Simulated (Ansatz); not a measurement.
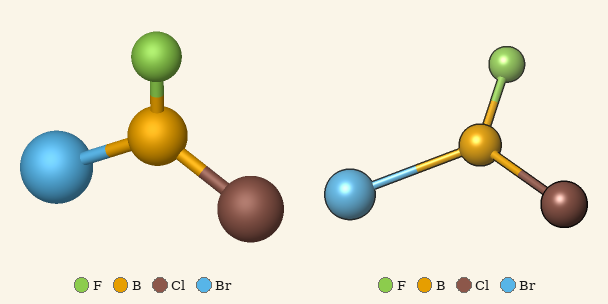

The same structure drawn twice, from different directions.

The geometry was computed by an optimisation with PBE0-D4/def2-TZVP.

Give the formula.

Answer. BBrClF, 4 atoms: 1 boron, 1 bromine, 1 chlorine and 1 fluorine.

What is its SMILES?

Answer. FB(Cl)Br

The parts below concern this one geometry. Atoms keep their numbers from picture to picture.

**Geometry**

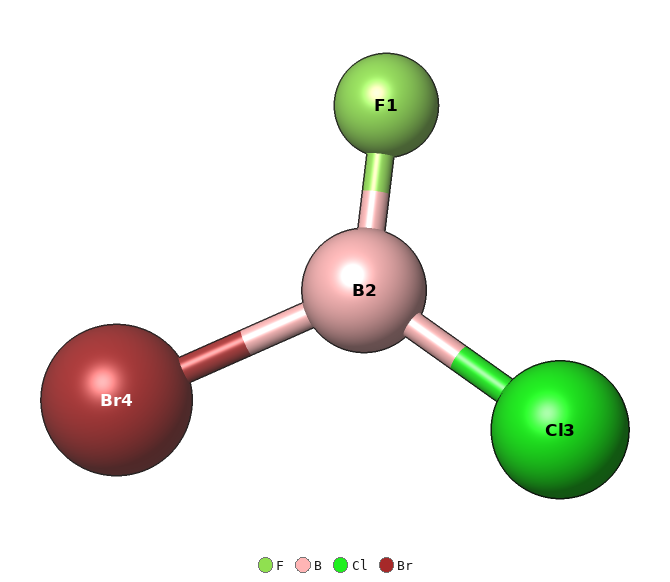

List the bonds and their lengths.

```json
{"bond": "F1–B2", "length (Å)": "1.309", "order": "single"}
{"bond": "B2–Cl3", "length (Å)": "1.737", "order": "single"}
{"bond": "B2–Br4", "length (Å)": "1.903", "order": "single"}
```

**Thermal motion**

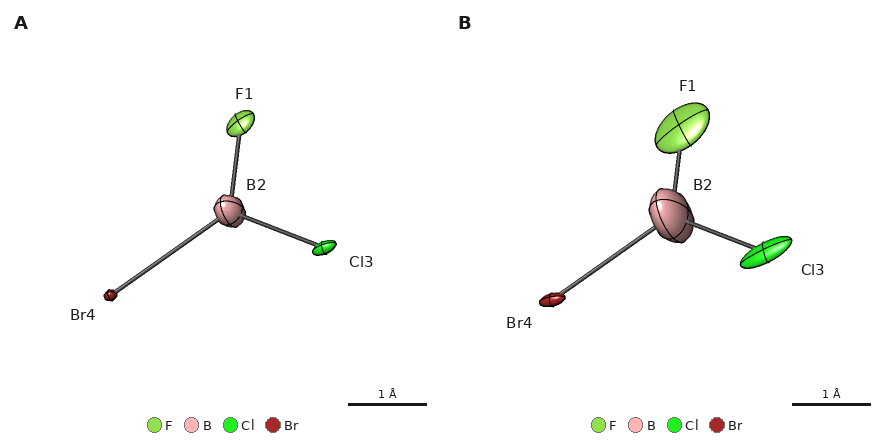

Displacement ellipsoids at the 50 % level, scaled by 3, from the internal vibrations of the free molecule (harmonic, no overall translation or rotation; no half-axis is drawn under 0.075 Å). Vibrations computed with RKS PBE0-D4/def2-TZVP (Ansatz 0.2.0). One panel is for 100 K, the other for 900 K.

Which panel is for 900 K?

Answer. B.

How much does the mean-square displacement of Cl3 grow, and why?

Answer. U_eq goes from 0.00059 to 0.0027 Å², a factor of 4.5. Modes below kT (626 cm⁻¹ at 900 K) grow about in proportion to T, and the lowest lies at 219 cm⁻¹; the mean-square amplitude of a mode is its zero-point value times coth(ħω/2kT), which comes close to 1 only above about 3kT.

**Electronic properties**

Level of theory: RKS BLYP-D4/def2-TZVPP (Ansatz 0.2.0).

What does the calculation give?

- HOMO energy (Kohn–Sham orbital): −7.33 eV
- LUMO energy (Kohn–Sham orbital): −1.97 eV
- HOMO–LUMO gap: 5.35 eV

**Dipole moment**

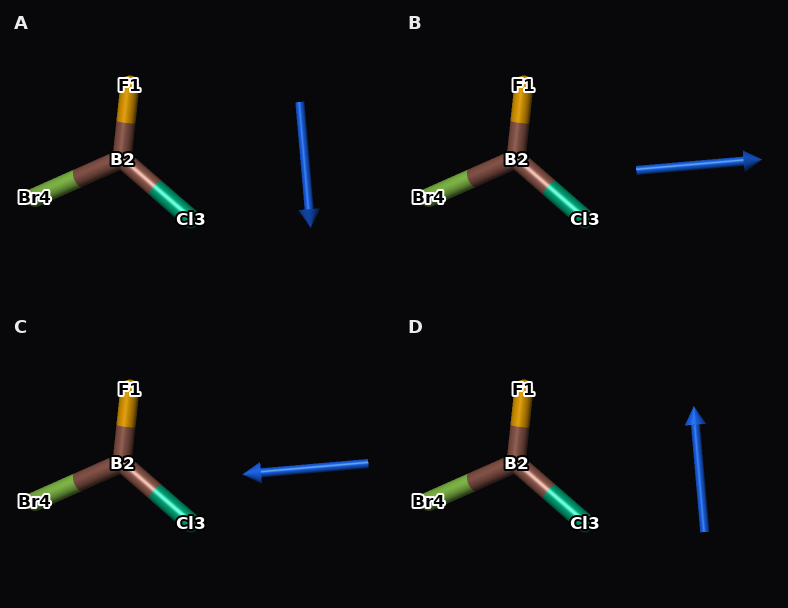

The same molecule four times, each with an arrow. Method: RKS r2SCAN-D4/def2-TZVPP (Ansatz 0.2.0).

Which arrow points along the dipole moment, from the negative to the positive end?

Answer. A. The dipole moment is 0.26 D; it points from the side of F1 to the side of Cl3 (the outermost atoms at the two ends).
